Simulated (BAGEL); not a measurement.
# CH3BClFO (SMILES BC(O)(F)Cl): HF/3-21G (density fitting with qzvpp-jkfit)

What is the energy change on altering one bond length of CH3BClFO at HF/3-21G (density fitting with qzvpp-jkfit)? 

The results are computed with BAGEL 1.2.2.

1 further run of the same task is left out (set aside as unsound or not needed). Runs told in other sessions of the task aren't counted.

### 1 The structure to begin with

CH3BClFO has 8 atoms, charge 0, and is taken as a singlet. As SMILES, `BC(O)(F)Cl`. Geometry: relaxed at PBE0-D4/def2-TZVP. This is one conformer, not always the lowest.

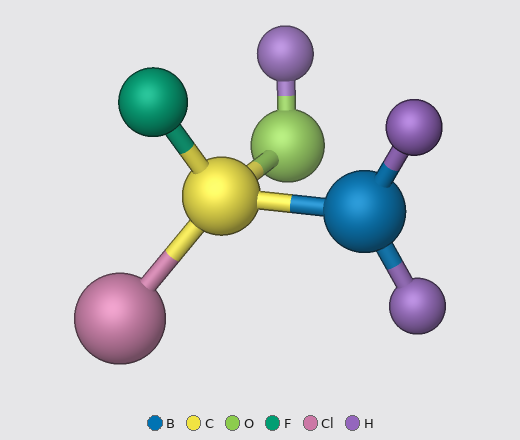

Viewed from a chosen angle; boron blue, carbon yellow, oxygen green, fluorine teal, chlorine pink, hydrogen purple.

### 2 The energy at HF/3-21G (density fitting with qzvpp-jkfit)

Input file calc.json:

```json
{ "bagel": [

{
  "title": "molecule",
  "basis": "3-21g",
  "df_basis": "qzvpp-jkfit",
  "angstrom": "true",
  "geometry": [
    { "atom": "B", "xyz": [   -0.496700,    0.835900,    0.196700 ] },
    { "atom": "C", "xyz": [    0.656000,   -0.125700,   -0.169000 ] },
    { "atom": "O", "xyz": [   -0.573100,   -0.892300,   -0.337200 ] },
    { "atom": "F", "xyz": [    1.403700,   -0.711800,    0.783800 ] },
    { "atom": "Cl", "xyz": [    1.548100,   -0.091800,   -1.664700 ] },
    { "atom": "H", "xyz": [   -0.796500,    0.892200,    1.348900 ] },
    { "atom": "H", "xyz": [   -0.991600,    1.504400,   -0.650000 ] },
    { "atom": "H", "xyz": [   -0.657600,   -1.468100,    0.435900 ] }
  ]
},
{ "title": "hf" },
{ "title": "print", "file": "orbitals.molden", "orbitals": "true" }

]}
```

Command:

```
$ BAGEL_NUM_THREADS=1 BAGEL calc.json > calc.out
```

What it wrote:

```text
* using 1 threads per process

  ===============================================================
  ===============================================================

  *** Geometry ***

  { "atom" : "B", "xyz" : [     -0.938627,      1.579622,      0.371709 ] },
  { "atom" : "C", "xyz" : [      1.239660,     -0.237539,     -0.319364 ] },
  { "atom" : "O", "xyz" : [     -1.083002,     -1.686203,     -0.637216 ] },
  { "atom" : "F", "xyz" : [      2.652609,     -1.345107,      1.481167 ] },
  { "atom" : "Cl", "xyz" : [      2.925485,     -0.173477,     -3.145827 ] },
  { "atom" : "H", "xyz" : [     -1.505167,      1.686014,      2.549052 ] },
  { "atom" : "H", "xyz" : [     -1.873852,      2.842904,     -1.228322 ] },
  { "atom" : "H", "xyz" : [     -1.242684,     -2.774307,      0.823732 ] },

  Number of auxiliary basis functions:      486

  Since a DF basis is specified, we compute 2- and 3-index integrals:
    o Being stored without compression. Storage requirement is 0.012 GB

  Number of basis functions:       55
  Number of electrons      :       48

    * METHOD: MOLECULE                             0.19

  *** RHF ***

  === Nuclear Repulsion ===
   223.9387327252

      * DIIS with orbital gradients will be used.

  === RHF iteration (3-21g) ===
      0       -694.37961781          0.02379417           0.05
      1       -694.49137813          0.01442622           0.05
      2       -694.53057632          0.00175296           0.05
      3       -694.53228637          0.00046724           0.05
      4       -694.53238428          0.00018701           0.05
      5       -694.53240410          0.00004319           0.05
      6       -694.53240547          0.00001627           0.05
      7       -694.53240561          0.00000568           0.05
      8       -694.53240563          0.00000244           0.05
      9       -694.53240563          0.00000106           0.05
     10       -694.53240563          0.00000036           0.05
     11       -694.53240563          0.00000016           0.05
     12       -694.53240563          0.00000005           0.05
     13       -694.53240563          0.00000002           0.05
     14       -694.53240563          0.00000001           0.05
    * SCF iteration converged.

    * Permanent dipole moment:
           (    0.389358,     0.287936,    -0.643459) a.u.

    * METHOD: HF                                   0.92

    * METHOD: PRINT                                0.01

  ===============================================================
```

Wall time 1.2 s (1 thread of Arm Neoverse V1, shared host).

### 3 The distorted shape, same level

Input file hf.json:

```json
{ "bagel": [

{
  "title": "molecule",
  "basis": "3-21g",
  "df_basis": "qzvpp-jkfit",
  "angstrom": "true",
  "geometry": [
    { "atom": "B", "xyz": [   -0.842478,    1.124353,    0.306400 ] },
    { "atom": "C", "xyz": [    0.656000,   -0.125700,   -0.169000 ] },
    { "atom": "O", "xyz": [   -0.573100,   -0.892300,   -0.337200 ] },
    { "atom": "F", "xyz": [    1.403700,   -0.711800,    0.783800 ] },
    { "atom": "Cl", "xyz": [    1.548100,   -0.091800,   -1.664700 ] },
    { "atom": "H", "xyz": [   -1.142278,    1.180653,    1.458600 ] },
    { "atom": "H", "xyz": [   -1.337378,    1.792853,   -0.540300 ] },
    { "atom": "H", "xyz": [   -0.657600,   -1.468100,    0.435900 ] }
  ]
},
{ "title": "hf", "charge": 0 },
{ "title": "print", "file": "orbitals.molden", "orbitals": "true" }

]}
```

Command:

```
$ BAGEL_NUM_THREADS=1 BAGEL hf.json > hf.out
```

What it wrote:

```text
* using 1 threads per process

  ===============================================================
  ===============================================================

  *** Geometry ***

  { "atom" : "B", "xyz" : [     -1.592053,      2.124719,      0.579012 ] },
  { "atom" : "C", "xyz" : [      1.239660,     -0.237539,     -0.319364 ] },
  { "atom" : "O", "xyz" : [     -1.083002,     -1.686203,     -0.637216 ] },
  { "atom" : "F", "xyz" : [      2.652609,     -1.345107,      1.481167 ] },
  { "atom" : "Cl", "xyz" : [      2.925485,     -0.173477,     -3.145827 ] },
  { "atom" : "H", "xyz" : [     -2.158593,      2.231111,      2.756355 ] },
  { "atom" : "H", "xyz" : [     -2.527278,      3.388001,     -1.021019 ] },
  { "atom" : "H", "xyz" : [     -1.242684,     -2.774307,      0.823732 ] },

  Number of auxiliary basis functions:      486

  Since a DF basis is specified, we compute 2- and 3-index integrals:
    o Being stored without compression. Storage requirement is 0.012 GB

  Number of basis functions:       55
  Number of electrons      :       48

    * METHOD: MOLECULE                             0.20

  *** RHF ***

  === Nuclear Repulsion ===
   214.6166615521

      * DIIS with orbital gradients will be used.

  === RHF iteration (3-21g) ===
      0       -694.30447991          0.02530117           0.05
      1       -694.42581064          0.01561157           0.05
      2       -694.47253714          0.00188969           0.05
      3       -694.47475844          0.00050879           0.05
      4       -694.47489653          0.00019741           0.05
      5       -694.47492334          0.00006187           0.05
      6       -694.47492632          0.00002312           0.05
      7       -694.47492681          0.00000726           0.05
      8       -694.47492686          0.00000298           0.05
      9       -694.47492686          0.00000139           0.05
     10       -694.47492686          0.00000045           0.05
     11       -694.47492686          0.00000020           0.05
     12       -694.47492686          0.00000006           0.05
     13       -694.47492686          0.00000002           0.05
     14       -694.47492686          0.00000001           0.05
    * SCF iteration converged.

    * Permanent dipole moment:
           (    0.801320,    -0.066029,    -0.804240) a.u.

    * METHOD: HF                                   0.91

    * METHOD: PRINT                                0.01

  ===============================================================
```

Run time: 1.3 s. Hardware: 1 thread of Arm Neoverse V1, shared host.

### 4 Results

At HF/3-21G (density fitting with qzvpp-jkfit):

```
                                                         quantity          value
                                        first shape: total energy  -694.53241 Eh
                                       first shape: dipole moment         2.05 D
                                         first shape: HOMO energy      -12.14 eV
                                         first shape: LUMO energy        4.01 eV
                                       first shape: HOMO–LUMO gap       16.15 eV
                                    distorted shape: total energy  -694.47493 Eh
                                   distorted shape: dipole moment         2.89 D
                                     distorted shape: HOMO energy      -10.40 eV
                                     distorted shape: LUMO energy        2.54 eV
                                   distorted shape: HOMO–LUMO gap       12.94 eV
energy change with the B1–C2 bond stretched from 1.545 to 2.009 Å       1.564 eV
```

In words: With the B1–C2 bond stretched from 1.545 to 2.009 Å the energy rises by 1.56 eV (151 kJ/mol). The first shape isn't relaxed at this level, so the change isn't measured from a minimum.
